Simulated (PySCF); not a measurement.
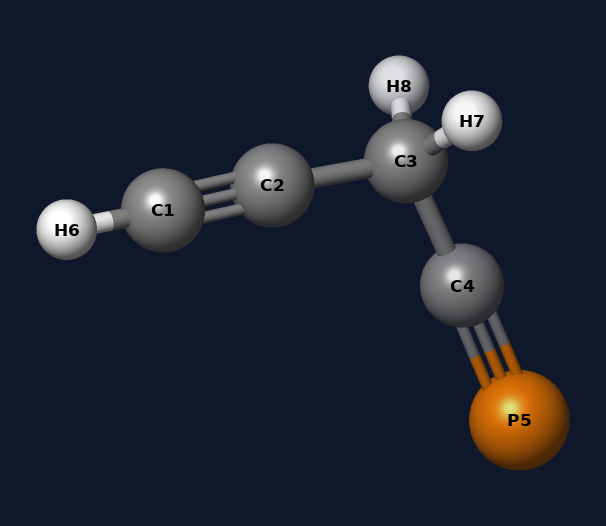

The computed structure is the end point of a GFN2-xTB optimisation. No frequency run is at hand to confirm it as a minimum. Properties computed with delta-SCF UKS SCAN, pcX-2 on the ionised atom, pcseg-1 elsewhere, spin-free X2C (PySCF 2.14.0).

Give the core-electron binding energies (to vacuum; p and d levels without spin–orbit splitting) of C1 1s, C2 1s, C3 1s, C4 1s, P5 1s, P5 2p.

```csv
atom,level,binding energy (eV)
C1,1s,290.3
C2,1s,290.9
C3,1s,292.4
C4,1s,290.9
P5,1s,2149.9
P5,2p,136.7
```

The geometry is semi-empirical. Around P such bond lengths and angles can be off by a tenth of an ångström or more and by several degrees, and values that hang on the shape move with them.
